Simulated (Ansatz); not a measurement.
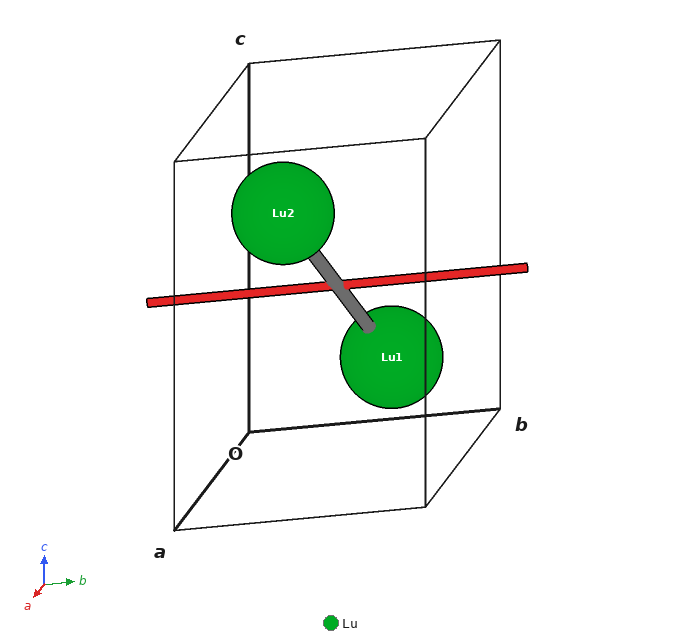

For Lu, coordinates from a relaxation with Ansatz 0.2.0, DFT, PBE, PAW with Ansatz's default frozen-core files, scalar-relativistic; the starting structure was generated, so it need not be a known form of this composition: the coloured rod is the axis of a symmetry operation of the crystal. Geometry calculated from the standardised cell; symmetry tolerance 0.002 Å.

a = 3.504 Å, b = 3.504 Å, c = 5.465 Å, α = 90.00°, β = 90.00°, γ = 120.00°.

| atom | x | y | z |
| --- | --- | --- | --- |
| Lu1 | 0.3333 | 0.6667 | 0.2500 |
| Lu2 | 0.6667 | 0.3333 | 0.7500 |

Take the operation x, y, z → −x+1, −x+y+1, −z+1.

What kind of operation is it, and where does it lie?

It is a 2₁ screw rotation with translation (0, 1/2, 0), about the line along [0 1 0] through (1/2, 1/2, 1/2).

Onto which atom does it carry each atom (up to whole multiples of a, b and c)?

Lu1 → Lu2, Lu2 → Lu1.

What is the crystal's space group?

P6₃/mmc, No. 194.
